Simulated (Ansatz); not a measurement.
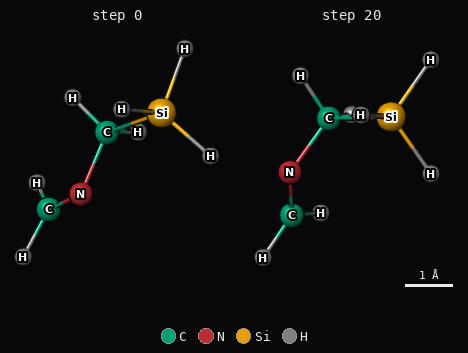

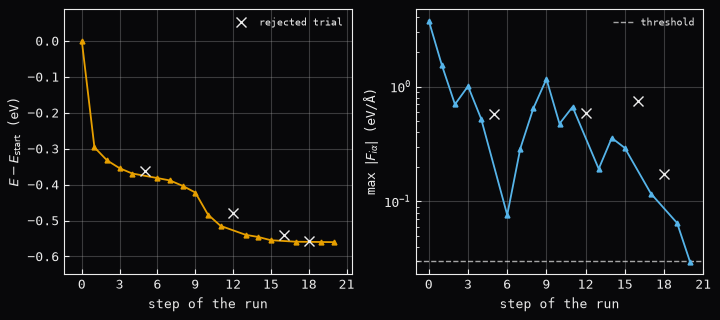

First and last geometry of a relaxation of C2H7NSi (coarse preliminary run), with the history of the run. The picture is a ball-and-stick view, seen from a free direction.

The start comes from a force field.

These are results of RKS PBE-D4/def2-SVP (Ansatz), not measurements.

Input file:
```yaml
crystal:
  periodic: [false, false, false]
  atoms:
    - {symbol: C, position_ang: [-0.823700, 1.867400, 0.535700]}
    - {symbol: N, position_ang: [-0.409200, 1.024600, -0.284500]}
    - {symbol: C, position_ang: [-0.004400, -0.204600, 0.376900]}
    - {symbol: Si, position_ang: [0.763200, -1.416500, -0.866200]}
    - {symbol: H, position_ang: [-1.226200, 2.871000, 0.114000]}
    - {symbol: H, position_ang: [-0.942600, 1.781700, 1.614200]}
    - {symbol: H, position_ang: [-0.787700, -0.660600, 0.926500]}
    - {symbol: H, position_ang: [0.855100, 0.035400, 1.112300]}
    - {symbol: H, position_ang: [1.879300, -0.871700, -1.540200]}
    - {symbol: H, position_ang: [-0.350500, -1.817600, -1.827200]}
    - {symbol: H, position_ang: [1.112100, -2.666200, -0.140900]}
basis:
  gaussian: {orbitals: def2-SVP}
hamiltonian: {xc: pbe, dispersion: d4}
relax: {f_tol: 0.03, max_steps: 200}
```

Read the history and describe the run.

Answer. It converged. The largest move after the best rigid fit is that of H6, 1.25 Å. By element the largest moves are H 1.25 Å, N 0.71 Å, C 0.40 Å, Si 0.15 Å. Near-neighbour distances that change, for instance: Si4–H9 1.413 → 1.504 Å, C1–H5 1.161 → 1.108 Å, C3–H7 1.060 → 1.113 Å, C3–H8 1.156 → 1.122 Å. Among the angles between lasting bonds that change: C1–N2–C3 111.4° → 119.1°, N2–C3–H8 108.7° → 114.7°, Si4–C3–H7 111.3° → 105.6°. Groups turn about N2–C3 by about 70°. The energy falls by 0.560 eV in 16 accepted moves (20 points after the start). Largest force component: 3.7 eV/Å at the start, 0.03 eV/Å at the end. The line search rejected the trial steps at points 5, 12, 16, 18 of the run. The run took of the order of 110 core-seconds on a shared host.
